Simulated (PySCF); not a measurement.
Vertical excitations of a molecule CH6ClFSi2 from TDDFT-B3LYP/def2-SVPD run with PySCF, as energy in eV (oscillator strength): 6.69 (0.026), 6.78 (0.044), 7.20 (0.130), 7.70 (0.185), 7.76 (0.048), 7.86 (0.009), 8.05 (0.007), 8.10 (0.027), 8.14 (0.012), 8.26 (0.008). Lowest triplet (TDA): 5.98 eV. Coordinates come from a B3LYP-D3(BJ)/def2-SVP optimisation. One conformer was computed; it need not be the lowest.

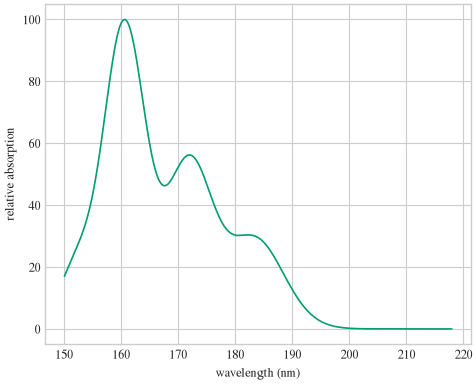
*The lines broadened by 0.4 eV.*

Identify the compound among the candidates.
A) F[Si@H](Cl)C[SiH3]
B) C[Si@@](F)([SiH3])Cl
C) F[SiH2]C[SiH2]Cl
D) C[Si@H](F)[SiH2]Cl

B, C[Si@@](F)([SiH3])Cl
